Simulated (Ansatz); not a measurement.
**Effect of Ru → Cu on Ru**

Base system: Ru in the hcp (Mg type) structure (space group P6_3/mmc, No. 194; a = 2.706 Å, c = 4.262 Å).

One thing is altered: every Ru is replaced by Cu; the structure is relaxed again.

Method: DFT with r2SCAN, PAW potentials and a 500 eV plane-wave cutoff in Ansatz (a program for electronic structure), no spin-orbit coupling, earlier PAW set. Settings: 21×21×11 k-points, 0.05 eV Fermi–Dirac smearing, for the changed cell.

| quantity | base | changed | shift |
|---|---|---|---|
| volume per atom | 13.51 Å³ | 11.47 Å³ | -2.04 Å³ |
| density | 12.42 g/cm³ | 9.20 g/cm³ | -3.22 g/cm³ |
| lattice parameter a | 5.113 bohr | 4.767 bohr | -0.3467 bohr |
| c/a ratio | 1.575 | 1.651 | +0.0754 |
| shortest interatomic distance | 4.993 bohr | 4.767 bohr | -0.2269 bohr |
| band gap | zero | zero | – |

Final structure:

```yaml
crystal:
  lattice:
    - [2.52232, 0.00000, 0.00000]
    - [-1.26116, 2.18440, 0.00000]
    - [0.00000, 0.00000, 4.16342]
  atoms:
    - { symbol: Cu, position: [0.33333, 0.66667, 0.75000] }
    - { symbol: Cu, position: [0.66667, 0.33333, 0.25000] }
```

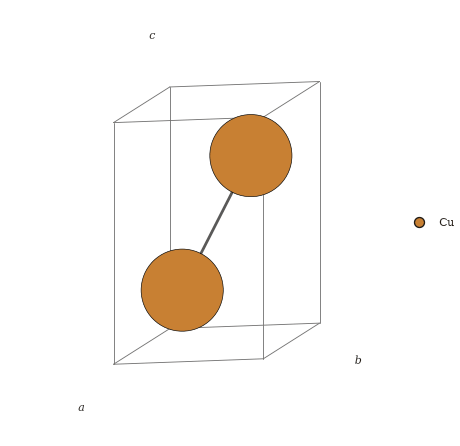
The relaxed conventional cell after the change

No phonon test of stability was made. For Cu in this form, whether it has been made was not checked. All final runs are without spin polarisation. This is not the structure that Cu has at room temperature and ambient pressure.
